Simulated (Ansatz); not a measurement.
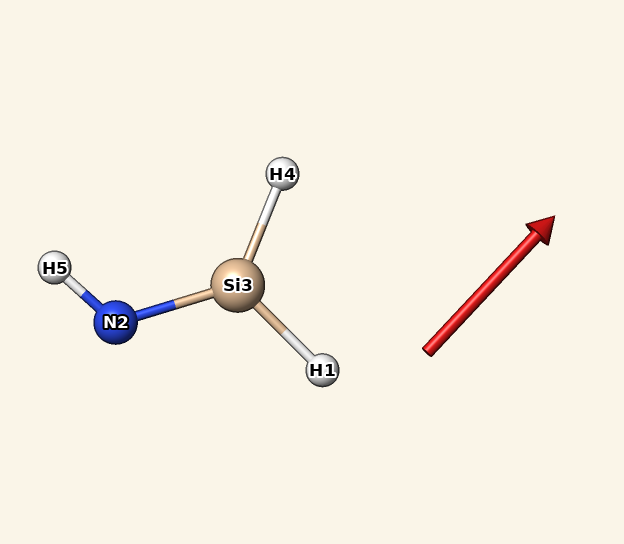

The arrow beside the molecule shows the direction of the dipole moment, from the negative to the positive end (its length means nothing). The computed structure is the end point of a PBE0-D4/def2-TZVP optimisation. Level of theory: RKS PBE0-D4/def2-TZVP (Ansatz 0.2.0).

How large is the dipole moment?

Answer. 2.43 D; it points from the side of N2, H5 to the side of H4 (the outermost atoms at the two ends).
